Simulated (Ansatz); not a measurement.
**C₃H₅F₃Si (SMILES FC(F)(F)/C=C/[SiH3]): density, localisation and related maps**

```yaml
atoms:
  - { symbol: C, position_ang: [-1.8589, 1.0585, 0.2934] }
  - { symbol: C, position_ang: [-0.6587, 1.8467, -0.1518] }
  - { symbol: C, position_ang: [-0.4925, 2.3218, -1.3916] }
  - { symbol: F, position_ang: [-2.7540, 0.8728, -0.6879] }
  - { symbol: F, position_ang: [-1.4923, -0.1553, 0.7456] }
  - { symbol: F, position_ang: [-2.4894, 1.6802, 1.3075] }
  - { symbol: Si, position_ang: [1.0068, 3.3092, -1.9517] }
  - { symbol: H, position_ang: [0.0776, 1.9979, 0.6454] }
  - { symbol: H, position_ang: [-1.2891, 2.1155, -2.1181] }
  - { symbol: H, position_ang: [1.9520, 3.4520, -0.8083] }
  - { symbol: H, position_ang: [0.5790, 4.6576, -2.4249] }
  - { symbol: H, position_ang: [1.6825, 2.6088, -3.0821] }
```

Geometry: B3LYP/def2-SVP.

Computed with isolated molecule in a Gaussian basis; Kohn-Sham density functional theory, functional PBE0 (Ansatz).

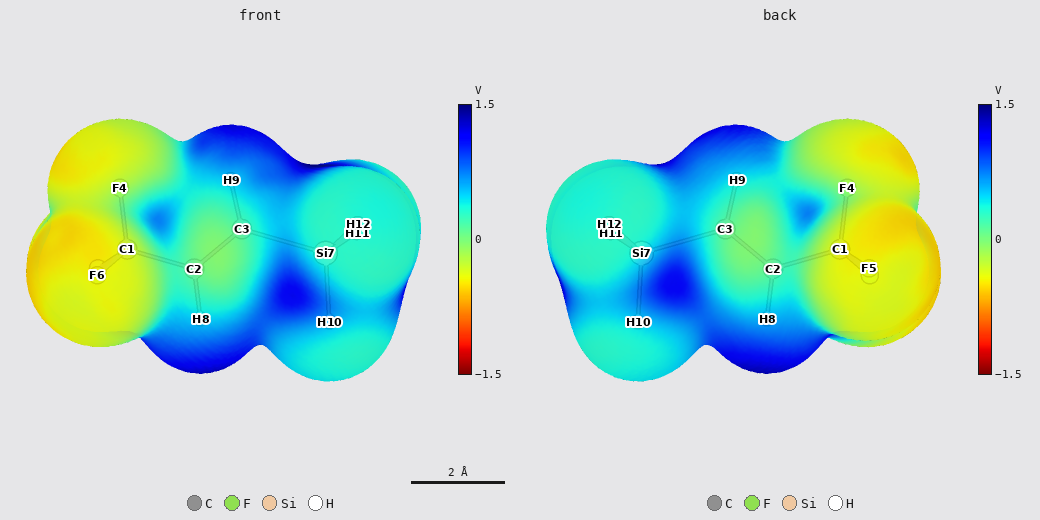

Figure 1. The molecular electrostatic potential painted on the density surface at 0.002 e/bohr³, seen from the front and from behind; red is negative and blue positive.

> Describe the electrostatic potential map.

The most negative region (about −0.6 V) lies over F4, F5 and F6, the most positive (about +1.4 V) over Si7.

> How polar is the molecule by this calculation?

Its dipole moment is 2.15 D.

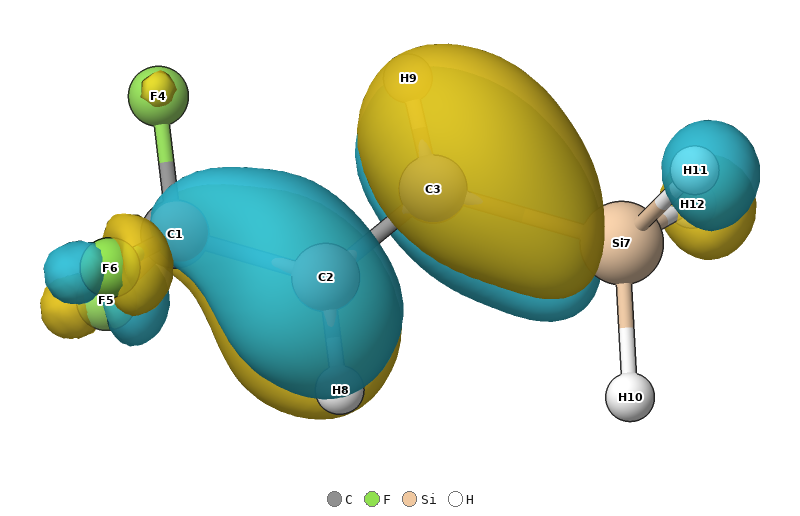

Figure 2. One frontier orbital at ±0.1 Å⁻³ᐟ² (yellow and cyan are the two phases), seen at a tilt.

> Which orbital is it: HOMO or LUMO?

The LUMO, at −1.38 eV. It lies mainly on C3 (about 30 %), C2 (about 30 %), Si7 (about 10 %) and C1 (about 5 %); π-antibonding (π*) across C3–C2.

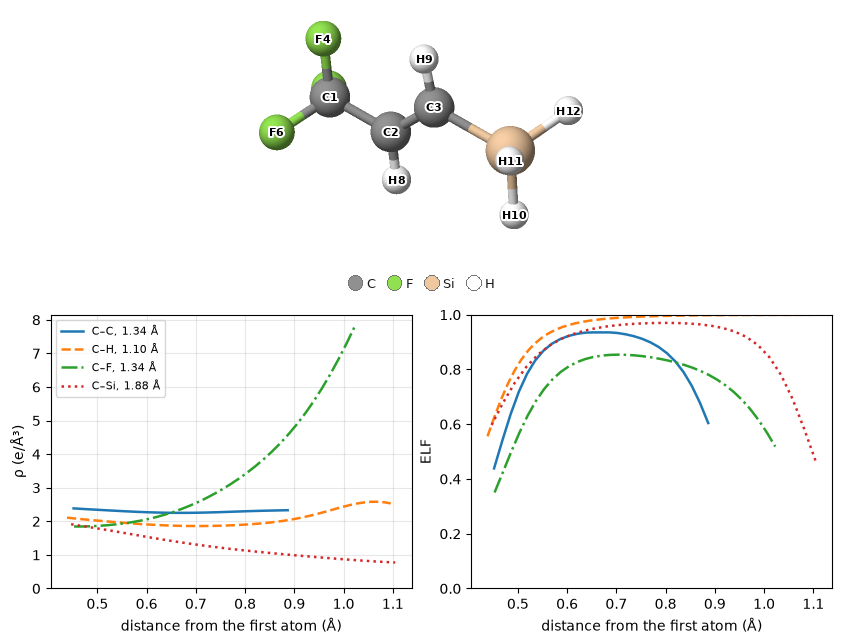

Figure 3. Total electron density and ELF along straight lines between neighbouring atoms. The curves leave out the atomic cores. The structure is drawn too.

> What can be read from the curves?

C–C (1.34 Å): the density is about 2.3 e/Å³ at the midpoint; the ELF peaks at about 0.95 between the atoms (a multiple bond).
C–H (1.10 Å): ρ is about 2 e/Å³ halfway; the ELF climbs to about 1 towards the hydrogen, as it does in any bond to H; a covalent bond by its length.
C–F (1.34 Å): ρ at the midpoint is about 2.4 e/Å³; the ELF peaks at about 0.85 between the atoms; a shared but strongly polarised pair.
C–Si (1.88 Å): ρ is about 0.94 e/Å³ halfway; the ELF peaks at about 1 between the atoms, as expected for a covalent bond.

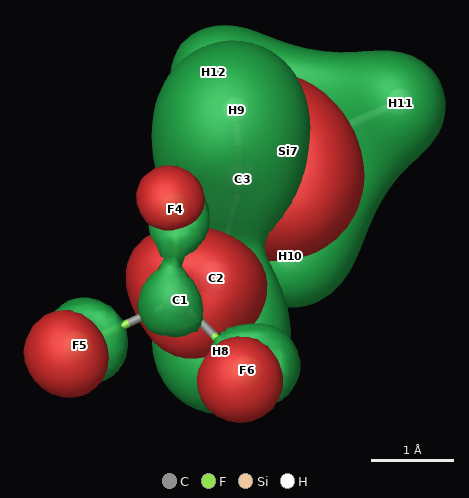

Figure 4. The HOMO−1 at ±0.08 Å⁻³ᐟ² (green and red are the two phases), seen at an oblique angle.

> Where does this orbital lie, and at what energy?

It lies mainly on C3 (about 30 %), Si7 (about 20 %), C2 (about 10 %), H9 (about 10 %) and C1 (about 5 %). Its energy is −9.76 eV.
